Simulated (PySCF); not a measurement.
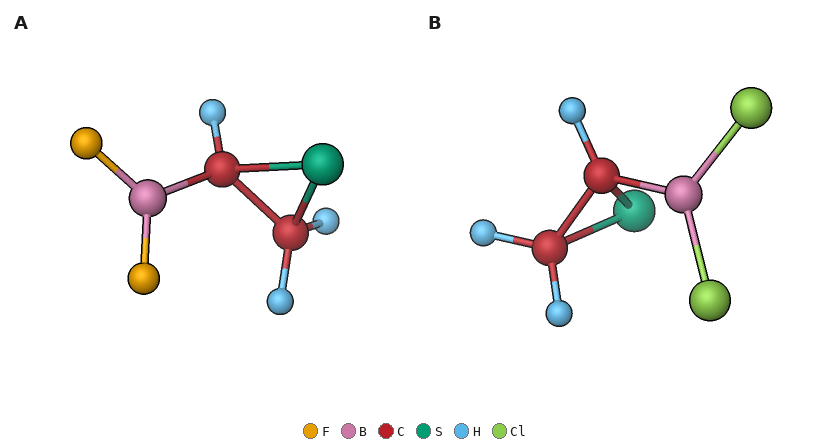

Two related species, optimised with PBE0-D3(BJ)/def2-SVP; properties computed with PySCF 2.14.0. Both: charge 0, singlet.

### What are A and B?

A is C2H3BF2S (FB(F)[C@@H]1CS1), B is C2H3BCl2S (ClB(Cl)[C@@H]1CS1).

Compare them. With mPW1PW91/pcSseg-2: dipole moment (D), HOMO–LUMO gap (eV), HOMO energy (Kohn–Sham orbital) (eV), shielding of B (ppm). With PBE0-D3(BJ)/def2-SVP: mean B–C length (Å).

| quantity | A | B |
| --- | --- | --- |
| dipole moment (D) | 2.31 | 2.26 |
| HOMO–LUMO gap (eV) | 6.09 | 5.46 |
| HOMO energy (Kohn–Sham orbital) (eV) | −7.08 | −7.14 |
| shielding of B (ppm) | 74.0 | 43.4 |
| mean B–C length (Å) | 1.553 | 1.551 |

Each is one conformer, and no frequency run is at hand to confirm it as a minimum.
